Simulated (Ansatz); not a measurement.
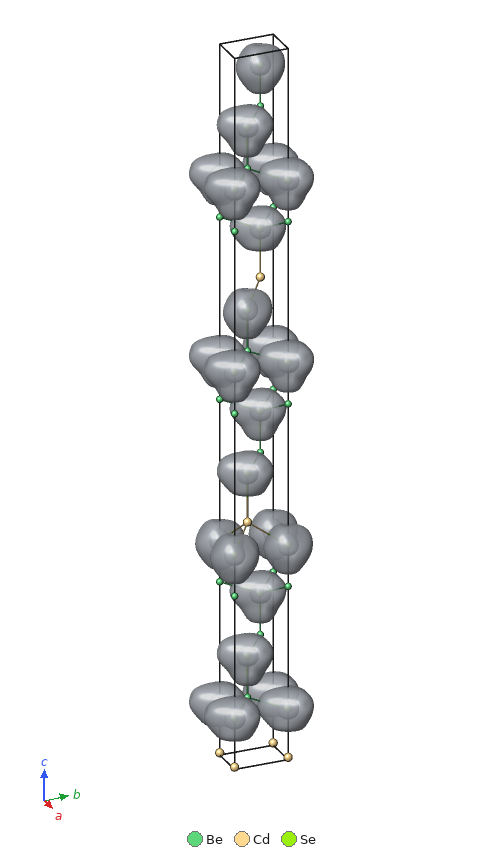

*Be₃CdSe₄. Isosurface of the ELF at 0.65 (grey), seen slightly off an axis. Core shells and regions of very low density are left out. Sticks mark near contacts.*

Space group R3m; a structure from a database of computed crystals, not necessarily the ambient phase; started from the Mn3CdTe4-160 prototype, which need not be the ambient phase.

Theory: DFT, r2SCAN+rVV10, plane waves, PAW (Ansatz).

**Identify the bonds, lone pairs and shells in this picture.**

The ELF exceeds this value in twelve regions wrapped around Se (the valence shell of each), counted in one cell of 24 atoms. Any copies at cell faces, edges or corners count once.

Values along the shortest contacts:
Be–Se (2.20 Å): the ELF peaks at about 0.90 between the atoms, as expected for a shared but strongly polarised pair. Cd–Se (2.56 Å): the ELF is about 0.40 at the midpoint.
